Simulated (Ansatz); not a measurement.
System: hcp Re. Method: revPBE (Ansatz, a first-principles code, plane waves, PAW).

Run with plane-wave cutoff 520 eV, 24×24×12 k mesh (along the axes of the cell as run), Fermi–Dirac smearing 0.05 eV, no spin polarisation, scalar-relativistic PAW data made under PBE.

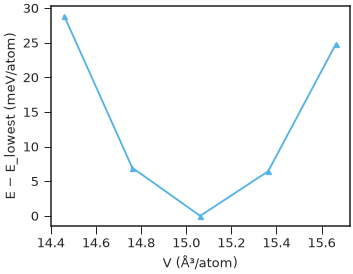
Total energy against volume

Question: From the curve, estimate the equilibrium volume and the bulk modulus.

Answer: V0 ≈ 15.1 Å³/atom and B0 ≈ 360 GPa; the fit gives V0 = 15.062 Å³/atom, B0 = 356 GPa, B′ = 4.5.

Shape and atoms are relaxed at each volume.

Measured, for comparison: bulk modulus 369 GPa (zero-point energy and finite temperature contributions removed, our sources range from 369 to 381; as tabulated in doi:10.1021/acs.jctc.3c00612). Computed (rounded) less measured: bulk modulus -4 % (-4 % to -7 % over the range).

Note: the bulk modulus comes from volumes at which shape and atoms were relaxed.

Spin–orbit coupling is not included.

Static lattice: no zero-point or thermal effects.
